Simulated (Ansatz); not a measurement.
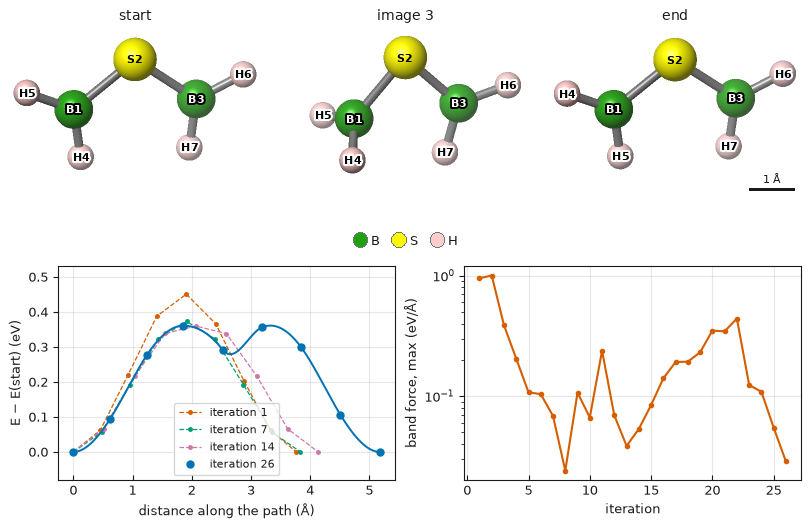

A search for the minimum-energy path of B2H4S by the nudged elastic band. Images are numbered from 0 (start) to 8 (end). The plot follows the band through its iterations. Style: ball-and-stick. Shown at a tilt.

All numbers below come from RKS CAM-B3LYP-D4/def2-SVP in Ansatz 0.2.0.

Input
```yaml
crystal:
  periodic: [false, false, false]
  atoms:
    - { symbol: B, position_ang: [-1.306701, -0.108388, -0.526254] }
    - { symbol: S, position_ang: [-0.424347, 0.528339, 0.907144] }
    - { symbol: B, position_ang: [1.296706, 0.123207, 0.571245] }
    - { symbol: H, position_ang: [-0.712292, -0.658031, -1.412216] }
    - { symbol: H, position_ang: [-2.498359, 0.044358, -0.54441] }
    - { symbol: H, position_ang: [2.104684, 0.450273, 1.398215] }
    - { symbol: H, position_ang: [1.601609, -0.447758, -0.439423] }
basis:
  gaussian: { orbitals: def2-SVP }
hamiltonian:
  xc: cam_b3lyp
  dispersion: d4
neb:
  order_check: false
  images: 7
  f_tol: 0.03
  max_iterations: 60
  initial_path: idpp
  final_atoms:
    - { symbol: B, position_ang: [-1.30683742, -0.1097978, -0.52567555] }
    - { symbol: S, position_ang: [-0.42591419, 0.52028809, 0.91173459] }
    - { symbol: B, position_ang: [1.29647711, 0.12408639, 0.57152206] }
    - { symbol: H, position_ang: [-2.49952485, 0.03271377, -0.54086772] }
    - { symbol: H, position_ang: [-0.70873746, -0.64663154, -1.41677376] }
    - { symbol: H, position_ang: [2.1050599, 0.45082216, 1.39761627] }
    - { symbol: H, position_ang: [1.60077692, -0.43948107, -0.44325488] }
```

Launched with:
```bash
ansatz run input.yaml --threads 1 --pin off --max-ram 2048MiB --backend cpu --events-out ev --progress --plain --runs-dir out
```

How did the profile develop, and is the result final?

Answer. The run is converged, with reservations. The band converged in 26 iterations. The largest component of the band force went from 0.95 to 0.029 eV/Å. The climbing image converged on the top of the path. Its vibrational analysis gives one imaginary mode (223i cm⁻¹), as a transition state must have. The first iteration put the highest image at 0.45 eV. The two ends have the same energy, and the highest point, image 3, lies 0.36 eV above the start. The profile has 2 maxima (images 3, 5) with a dip at image 4 (+0.29 eV), so the process runs in steps.

Cost: 4.2 min on 1 thread of Arm Neoverse V2, with other jobs on the host, peak memory 0.23 GiB.
